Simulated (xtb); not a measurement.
Run report: C3H4F2Si, geometry relaxation (part 2 of 3)

The same run, continued: C3H4F2Si; GFN2-xTB (xtb 6.7.1). 

Geometry of the input (Å):
```
C  2.5069  -0.1545  -0.5682
C  1.3416  0.0019  -0.6505
Si -0.3577  0.1496  -0.5298
C  -1.2309  -0.1308  1.0273
F  -1.0568  -0.6328  -1.7700
F  -0.6763  1.5936  -1.1791
H  3.6401  -0.3310  -0.5574
H  -2.3876  0.0484  1.0819
H  -1.1253  -1.1070  1.3119
H  -0.8535  0.5270  1.7723
```

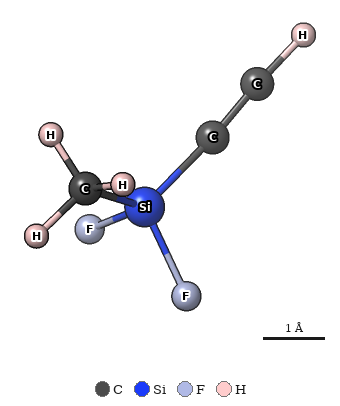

The starting structure (ball-and-stick view, seen at a tilt).

**Output, continued**
```
 iter      E             dE          RMSdq      gap      omega  full diag
   1    -19.9328065 -0.199328E+02  0.294E-01    5.63       0.0  T
   2    -19.9328075 -0.103073E-05  0.181E-01    5.63       1.0  T
   3    -19.9327575  0.500260E-04  0.768E-02    5.63       1.0  T
   4    -19.9328096 -0.521342E-04  0.213E-02    5.63       1.5  T
   5    -19.9328106 -0.991070E-06  0.883E-03    5.63       3.6  T
   6    -19.9328108 -0.185227E-06  0.315E-03    5.63      10.0  T
   7    -19.9328108 -0.245672E-07  0.593E-04    5.63      53.3  T
   8    -19.9328108 -0.152390E-09  0.252E-04    5.63     125.3  T
     SCC iter.                  ...        0 min,  0.016 sec
     gradient                   ...        0 min,  0.008 sec
 * total energy  :   -19.6944759 Eh     change       -0.6092933E-03 Eh
   gradient norm :     0.0080583 Eh/α   predicted    -0.5951573E-03 (  -2.32%)
   displ. norm   :     0.0363321 α      lambda       -0.1324005E-03
   maximum displ.:     0.0195397 α      in ANC's #7, #1, #2, ...

........................................................................
.............................. CYCLE    6 ..............................
........................................................................

 iter      E             dE          RMSdq      gap      omega  full diag
   1    -19.9334069 -0.199334E+02  0.111E-01    5.63       0.0  T
   2    -19.9334079 -0.103123E-05  0.679E-02    5.63       1.0  T
   3    -19.9334051  0.284198E-05  0.285E-02    5.63       1.1  T
   4    -19.9334070 -0.189318E-05  0.144E-02    5.62       2.2  T
   5    -19.9334082 -0.119788E-05  0.671E-03    5.62       4.7  T
   6    -19.9334083 -0.721438E-07  0.294E-03    5.62      10.8  T
   7    -19.9334083 -0.554232E-07  0.123E-03    5.62      25.8  T
   8    -19.9334083 -0.307693E-09  0.249E-04    5.62     126.9  T
   9    -19.9334083 -0.328022E-10  0.782E-05    5.62     404.5  T
     SCC iter.                  ...        0 min,  0.020 sec
     gradient                   ...        0 min,  0.010 sec
 * total energy  :   -19.6945804 Eh     change       -0.1044567E-03 Eh
   gradient norm :     0.0053489 Eh/α   predicted    -0.6628768E-04 ( -36.54%)
   displ. norm   :     0.0650851 α      lambda       -0.1647149E-03
   maximum displ.:     0.0337165 α      in ANC's #2, #7, #9, ...

........................................................................
.............................. CYCLE    7 ..............................
........................................................................

 iter      E             dE          RMSdq      gap      omega  full diag
   1    -19.9348954 -0.199349E+02  0.210E-01    5.63       0.0  T
   2    -19.9348987 -0.321783E-05  0.124E-01    5.62       1.0  T
   3    -19.9348943  0.433557E-05  0.413E-02    5.62       1.0  T
   4    -19.9348968 -0.247965E-05  0.204E-02    5.61       1.5  T
   5    -19.9348991 -0.232310E-05  0.101E-02    5.61       3.1  T
   6    -19.9348994 -0.316144E-06  0.509E-03    5.61       6.2  T
   7    -19.9348996 -0.124906E-06  0.231E-03    5.61      13.7  T
   8    -19.9348996 -0.814122E-09  0.539E-04    5.61      58.7  T
   9    -19.9348996 -0.168470E-09  0.150E-04    5.61     211.5  T
     SCC iter.                  ...        0 min,  0.014 sec
     gradient                   ...        0 min,  0.011 sec
 * total energy  :   -19.6946730 Eh     change       -0.9260566E-04 Eh
   gradient norm :     0.0026116 Eh/α   predicted    -0.8270631E-04 ( -10.69%)
   displ. norm   :     0.0145158 α      lambda       -0.1789931E-04
   maximum displ.:     0.0077279 α      in ANC's #2, #9, #17, ...

........................................................................
.............................. CYCLE    8 ..............................
........................................................................

 iter      E             dE          RMSdq      gap      omega  full diag
   1    -19.9352654 -0.199353E+02  0.455E-02    5.61       0.0  T
   2    -19.9352655 -0.106398E-06  0.265E-02    5.61       1.2  T
   3    -19.9352649  0.554615E-06  0.943E-03    5.61       3.4  T
   4    -19.9352654 -0.486575E-06  0.417E-03    5.61       7.6  T
   5    -19.9352655 -0.122066E-06  0.126E-03    5.61      25.0  T
   6    -19.9352655  0.620481E-10  0.995E-04    5.61      31.8  T
   7    -19.9352655 -0.225027E-08  0.344E-04    5.61      92.0  T
     SCC iter.                  ...        0 min,  0.012 sec
     gradient                   ...        0 min,  0.011 sec
 * total energy  :   -19.6946873 Eh     change       -0.1433921E-04 Eh
   gradient norm :     0.0020610 Eh/α   predicted    -0.8952560E-05 ( -37.57%)
   displ. norm   :     0.0315288 α      lambda       -0.3183898E-04
   maximum displ.:     0.0185581 α      in ANC's #2, #9, #17, ...

........................................................................
.............................. CYCLE    9 ..............................
........................................................................

 iter      E             dE          RMSdq      gap      omega  full diag
   1    -19.9356630 -0.199357E+02  0.832E-02    5.61       0.0  T
   2    -19.9356631 -0.102719E-06  0.511E-02    5.61       1.0  T
   3    -19.9356601  0.297488E-05  0.186E-02    5.61       1.7  T
   4    -19.9356630 -0.293056E-05  0.717E-03    5.61       4.4  T
   5    -19.9356633 -0.229527E-06  0.313E-03    5.61      10.1  T
   6    -19.9356633 -0.175404E-08  0.149E-03    5.61      21.2  T
   7    -19.9356633 -0.672633E-08  0.319E-04    5.61      99.1  T
   8    -19.9356633 -0.556501E-09  0.102E-04    5.61     310.0  T
     SCC iter.                  ...        0 min,  0.014 sec
     gradient                   ...        0 min,  0.008 sec
 * total energy  :   -19.6947089 Eh     change       -0.2152488E-04 Eh
   gradient norm :     0.0019095 Eh/α   predicted    -0.1593332E-04 ( -25.98%)
   displ. norm   :     0.0429024 α      lambda       -0.1794841E-04
   maximum displ.:     0.0233761 α      in ANC's #2, #3, #17, ...

........................................................................
.............................. CYCLE   10 ..............................
........................................................................

 iter      E             dE          RMSdq      gap      omega  full diag
   1    -19.9356219 -0.199356E+02  0.100E-01    5.61       0.0  T
   2    -19.9356219 -0.508938E-07  0.619E-02    5.61       1.0  T
   3    -19.9356179  0.402057E-05  0.211E-02    5.61       1.5  T
   4    -19.9356220 -0.410195E-05  0.775E-03    5.61       4.1  T
   5    -19.9356221 -0.144494E-06  0.230E-03    5.61      13.7  T
   6    -19.9356221 -0.583664E-08  0.902E-04    5.61      35.1  T
   7    -19.9356221 -0.249759E-08  0.246E-04    5.61     128.3  T
     SCC iter.                  ...        0 min,  0.013 sec
     gradient                   ...        0 min,  0.011 sec
 * total energy  :   -19.6947257 Eh     change       -0.1679514E-04 Eh
   gradient norm :     0.0022089 Eh/α   predicted    -0.8980832E-05 ( -46.53%)
   displ. norm   :     0.0211935 α      lambda       -0.1172192E-04
   maximum displ.:     0.0114965 α      in ANC's #3, #2, #6, ...

........................................................................
.............................. CYCLE   11 ..............................
........................................................................

 iter      E             dE          RMSdq      gap      omega  full diag
   1    -19.9354648 -0.199355E+02  0.466E-02    5.61       0.0  T
   2    -19.9354649 -0.531717E-07  0.275E-02    5.61       1.1  T
   3    -19.9354647  0.218423E-06  0.571E-03    5.61       5.5  T
   4    -19.9354648 -0.172805E-06  0.312E-03    5.61      10.1  T
   5    -19.9354649 -0.704248E-07  0.125E-03    5.61      25.4  T
   6    -19.9354649 -0.128317E-08  0.621E-04    5.61      50.9  T
   7    -19.9354649 -0.133400E-08  0.149E-04    5.61     211.9  T
     SCC iter.                  ...        0 min,  0.013 sec
     gradient                   ...        0 min,  0.007 sec
 * total energy  :   -19.6947350 Eh     change       -0.9310625E-05 Eh
   gradient norm :     0.0013016 Eh/α   predicted    -0.5863069E-05 ( -37.03%)
   displ. norm   :     0.0527046 α      lambda       -0.1239064E-04
   maximum displ.:     0.0313595 α      in ANC's #3, #2, #1, ...

........................................................................
.............................. CYCLE   12 ..............................
........................................................................

 iter      E             dE          RMSdq      gap      omega  full diag
   1    -19.9349036 -0.199349E+02  0.109E-01    5.62       0.0  T
   2    -19.9349038 -0.220179E-06  0.650E-02    5.62       1.0  T
   3    -19.9349019  0.192480E-05  0.154E-02    5.62       2.1  T
   4    -19.9349036 -0.171183E-05  0.738E-03    5.62       4.3  T
   5    -19.9349040 -0.373954E-06  0.305E-03    5.62      10.4  T
   6    -19.9349040 -0.137529E-07  0.150E-03    5.62      21.0  T
   7    -19.9349040 -0.328010E-08  0.314E-04    5.62     100.6  T
   8    -19.9349040 -0.712330E-09  0.137E-04    5.62     230.6  T
     SCC iter.                  ...        0 min,  0.006 sec
     gradient                   ...        0 min,  0.005 sec
 * total energy  :   -19.6947413 Eh     change       -0.6307454E-05 Eh
   gradient norm :     0.0009479 Eh/α   predicted    -0.6202749E-05 (  -1.66%)
   displ. norm   :     0.0109487 α      lambda       -0.2313428E-05
   maximum displ.:     0.0055477 α      in ANC's #6, #2, #3, ...

........................................................................
.............................. CYCLE   13 ..............................
........................................................................

 iter      E             dE          RMSdq      gap      omega  full diag
   1    -19.9352633 -0.199353E+02  0.268E-02    5.62       0.0  T
   2    -19.9352633 -0.236319E-07  0.159E-02    5.62       2.0  T
   3    -19.9352632  0.106533E-06  0.406E-03    5.62       7.8  T
   4    -19.9352633 -0.908087E-07  0.199E-03    5.62      15.9  T
   5    -19.9352633 -0.266625E-07  0.801E-04    5.62      39.5  T
   6    -19.9352633  0.526157E-10  0.394E-04    5.62      80.2  T
     SCC iter.                  ...        0 min,  0.005 sec
     gradient                   ...        0 min,  0.005 sec
 * total energy  :   -19.6947435 Eh     change       -0.2184512E-05 Eh
   gradient norm :     0.0005628 Eh/α   predicted    -0.1158092E-05 ( -46.99%)
   displ. norm   :     0.0081166 α      lambda       -0.9117472E-06
   maximum displ.:     0.0046801 α      in ANC's #3, #4, #1, ...

   *** GEOMETRY OPTIMIZATION CONVERGED AFTER 13 ITERATIONS ***

------------------------------------------------------------------------
 total energy gain   :        -0.0325806 Eh      -20.4446 kcal/mol
 total RMSD          :         0.1625445 a0        0.0860 Å
 total power (kW/mol):        -6.5800251 (step) -272.2505 (real)
------------------------------------------------------------------------

 ANCopt (total)                0 d,  0 h,  0 min,  0.314 sec
 optimizer setup                ...        0 min,  0.000 sec (  0.039%)
 model hessian                  ...        0 min,  0.001 sec (  0.341%)
 ANC generation                 ...        0 min,  0.000 sec (  0.096%)
 coordinate transformation      ...        0 min,  0.000 sec (  0.062%)
 single point calculation       ...        0 min,  0.304 sec ( 96.628%)
 optimization log               ...        0 min,  0.002 sec (  0.489%)
 hessian update                 ...        0 min,  0.000 sec (  0.057%)
 rational function              ...        0 min,  0.006 sec (  1.892%)

================
 final structure:
================
10
 xtb: 6.7.1
C            2.59429171287151       -0.19247171626318       -0.58457227424693
C            1.40411757108756       -0.03007399913987       -0.60770787842293
Si          -0.42317925118144        0.20594759246566       -0.60673752918827
C           -1.26332387425145       -0.11680541909280        1.04585991799617
F           -1.06292275495508       -0.70042099342115       -1.76433578838887
F           -0.76079030055585        1.67964612413748       -1.14084342304380
H            3.63710939576937       -0.33056429276518       -0.57472814148928
H           -2.33468605252823        0.05876485669911        0.97646878859633
H           -1.11770848401022       -1.14274914366590        1.37155988808370
H           -0.87252796224618        0.53305699104582        1.82354644010388

 Bond Distances (Angstroems)
 ---------------------------
C1-C2=1.2014         C1-H7=1.0520         C2-C1=1.2014         C2-Si3=1.8425        Si3-C2=1.8425        Si3-C4=1.8818
Si3-F5=1.6034        Si3-F6=1.6034        C4-Si3=1.8818        C4-H8=1.0879         C4-H9=1.0862         C4-H10=1.0862
F5-Si3=1.6034        F6-Si3=1.6034        H7-C1=1.0520         H8-C4=1.0879         H9-C4=1.0862         H10-C4=1.0862
 C  H  Rav=1.0781 sigma=0.0151  Rmin=1.0520  Rmax=1.0879     4
 C  C  Rav=1.2014 sigma=0.0000  Rmin=1.2014  Rmax=1.2014     1
 Si C  Rav=1.8621 sigma=0.0197  Rmin=1.8425  Rmax=1.8818     2
 Si F  Rav=1.6034 sigma=0.0000  Rmin=1.6034  Rmax=1.6034     2

 selected bond angles (degree)
 --------------------
H7-C1-C2=179.39                Si3-C2-C1=178.79               C4-Si3-C2=114.92               F5-Si3-C2=108.84
F5-Si3-C4=111.04               F6-Si3-C2=109.05               F6-Si3-C4=110.86               F6-Si3-F5=101.25
H8-C4-Si3=110.85               H9-C4-Si3=111.44               H9-C4-H8=107.67                H10-C4-Si3=111.44
H10-C4-H8=107.66               H10-C4-H9=107.59

 selected dihedral angles (degree)
 ---------------------------------
Si3-C2-C1-H7=181.88           C4-Si3-C2-C1=  5.37           F5-Si3-C2-C1=240.16           F6-Si3-C2-C1=130.53
H8-C4-Si3-C2=178.98           H8-C4-Si3-F5=303.04           H8-C4-Si3-F6= 54.77           H9-C4-Si3-C2=298.88
H9-C4-Si3-F5= 62.95           H9-C4-Si3-F6=174.68           H10-C4-Si3-C2= 59.08          H10-C4-Si3-F5=183.14
H10-C4-Si3-F6=294.87
           -------------------------------------------------
          |                Final Singlepoint                |
           -------------------------------------------------

          ...................................................
          :                      SETUP                      :
          :.................................................:
          :  # basis functions                  34          :
          :  # atomic orbitals                  33          :
          :  # shells                           17          :
          :  # electrons                        34          :
          :  max. iterations                   250          :
          :  Hamiltonian                  GFN2-xTB          :
          :  restarted?                      false          :
          :  GBSA solvation                  false          :
          :  PC potential                    false          :
          :  electronic temp.          300.0000000     K    :
          :  accuracy                    1.0000000          :
          :  -> integral cutoff          0.2500000E+02      :
          :  -> integral neglect         0.1000000E-07      :
          :  -> SCF convergence          0.1000000E-05 Eh   :
          :  -> wf. convergence          0.1000000E-03 e    :
          :  Broyden damping             0.4000000          :
          :  net charge                          0          :
          :  unpaired electrons                  0          :
          ...................................................

 iter      E             dE          RMSdq      gap      omega  full diag
   1    -19.9352633 -0.199353E+02  0.110E-04    5.62       0.0  T
   2    -19.9352633 -0.859757E-12  0.637E-05    5.62     496.7  T
   3    -19.9352633  0.241975E-10  0.602E-05    5.62     524.9  T

   *** convergence criteria satisfied after 3 iterations ***
```
